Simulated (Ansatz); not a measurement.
Consider BN in the zinc blende structure (space group F-43m, No. 216; a = 3.6247 Å).

The change: cell and atoms relaxed at a pressure of 22.5 GPa.

Calculations: PBE, PAW, 420 eV (Ansatz, an electronic-structure program; no spin-orbit coupling).

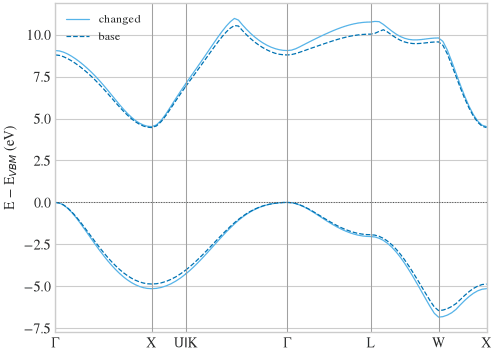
Figure: Highest valence and lowest conduction band along the path, each from its own valence-band maximum

From the figure, how large is the changed gap, and is it direct?

About 4.5 eV, indirect, Γ → X.

Load acts through the strain it causes; cell and atoms are relaxed under it. Stability against distortions was not tested. Competing high-pressure phases were not computed.
